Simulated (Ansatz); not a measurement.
# SnTe (SMILES [Sn][Te]) at MP2/STO-3G

What is the energy change on altering one bond length of SnTe at MP2/STO-3G? 

Program for the calculation: Ansatz 0.2.0.

48 further runs of the same task are left out: 11 that didn't finish, 37 set aside as unsound or not needed.

## Step 1: The molecule

The species is SnTe (2 atoms), meant as a singlet with charge 0. SMILES: `[Sn][Te]`. Geometry: a GFN2-xTB relaxation, a rough one for these elements and not checked as a minimum.

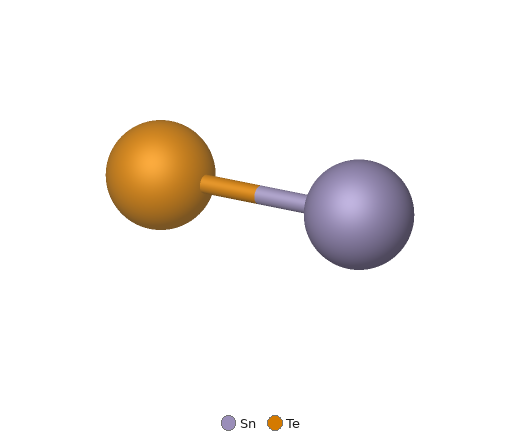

Viewed from a chosen angle; tin purple, tellurium orange.

## Step 2: A single-point energy at MP2/STO-3G

in.yaml reads:

```yaml
crystal:
  periodic: [false, false, false]
  atoms:
    - {symbol: Sn, position_ang: [0.000000, 0.000000, 0.000000]}
    - {symbol: Te, position_ang: [0.000000, 0.000000, 2.536770]}
basis:
  gaussian:
    orbitals: STO-3G
correlation:
  method: mp2
  frozen_orbitals: {Sn: 18, Te: 18}
accuracy: high
```

The run is started by

```bash
$ ansatz run in.yaml --threads 1 --pin off --max-ram 2610MiB --events-out events.jsonl --progress --plain --runs-dir runs
```

Log:

```text
Warning: RAYON_NUM_THREADS=1 ignored (pool sized by the plan → 1); use --threads N
Functional definition: HF
  name "HF"
  exchange = exact_x
  correlation = 0
827 factors; integrals over basis functions are off by at most 4.7e-9 eV
mean field evaluation 1: about -340424.0256 eV, gradient 1.7e1 eV
mean field evaluation 2: about -340424.0634 eV, gradient 1.7e1 eV
mean field evaluation 4: about -340426.8174 eV, gradient 7.4e-1 eV
mean field evaluation 8: about -340426.8215 eV, gradient 5.1e-6 eV
mean field -340426.82147358 eV, -12510.4549395669 hartree, gradient 1.7e-8 eV, S^2 0.000000; 0 other end points of the search recorded, 0 dependent functions left out
36 core orbitals not correlated: weight in the atoms' cores, before any rotation towards them, 1.000 or more for the frozen orbitals, at most 0.000 for the correlated occupied ones
reference -340426.82147358 eV, -12510.4549395669 hartree; 15, 15 occupied and 3, 3 virtual orbitals, 827 factors
second order -1.60962655 eV of doubles, -0.00000000 eV of singles
Total energy: -340428.43110013 eV, -12510.5140922515 hartree
```

Run time: 0.68 s. Hardware: 1 thread of AMD EPYC 9R45 (Zen 5), shared host; peak memory 0.16 GiB.

## Step 3: The distorted shape at the same level

job.yaml reads:

```yaml
crystal:
  periodic: [false, false, false]
  atoms:
    - {symbol: Sn, position_ang: [0.000000, 0.000000, -0.634230]}
    - {symbol: Te, position_ang: [0.000000, 0.000000, 2.536770]}
basis:
  gaussian:
    orbitals: STO-3G
correlation:
  method: mp2
  frozen_orbitals: {Sn: 18, Te: 18}
accuracy: high
```

The run is started by

```bash
$ ansatz run job.yaml --threads 1 --pin off --max-ram 2610MiB --events-out events.jsonl --progress --plain --runs-dir runs
```

Log (excerpt; [...] marks lines left out):

```text
Warning: RAYON_NUM_THREADS=1 ignored (pool sized by the plan → 1); use --threads N
[... 2 set-up lines as earlier in the session ...]
[...]
806 factors; integrals over basis functions are off by at most 5.2e-9 eV
[...]
mean field -340423.77863710 eV, -12510.3431173886 hartree, gradient 5.9e-8 eV, S^2 0.000000; 6 other end points of the search recorded, 0 dependent functions left out; unrestricted orbitals would lower it
[...]
unrestricted determinant -340425.24843833 eV, -12510.3971315877 hartree, S^2 1.0366
36 core orbitals not correlated: weight in the atoms' cores, before any rotation towards them, 1.000 or more for the frozen orbitals, at most 0.000 for the correlated occupied ones
reference -340423.77863710 eV, -12510.3431173886 hartree; 15, 15 occupied and 3, 3 virtual orbitals, 806 factors
second order -1.83721560 eV of doubles, -0.00000000 eV of singles
Total energy: -340425.61585270 eV, -12510.4106338165 hartree
```

Run time: 2 s. Hardware: 1 thread of AMD EPYC 9R45 (Zen 5), shared host; peak memory 0.21 GiB.

## Step 4: Summary of results

Level: MP2/STO-3G, 36 core orbitals frozen.

```
                                                           quantity            value
                                          first shape: total energy  -12510.51409 Eh
          first shape: correlation energy (36 core orbitals frozen)        -59.2 mEh
                                      distorted shape: total energy  -12510.41063 Eh
      distorted shape: correlation energy (36 core orbitals frozen)        -67.5 mEh
energy change with the Sn1–Te2 bond stretched from 2.537 to 3.171 Å         2.815 eV
```

What this shows: With the Sn1–Te2 bond stretched from 2.537 to 3.171 Å the energy rises by 2.82 eV (272 kJ/mol). The first shape isn't relaxed at this level, so the change isn't measured from a minimum. The minimal basis adds a large error of its own. Relativity is left out (first shape) although the molecule holds a heavy atom. The restricted solution (distorted shape) is unstable to spin breaking: an unrestricted one lies lower. Relativity is left out (distorted shape) although the molecule holds a heavy atom.
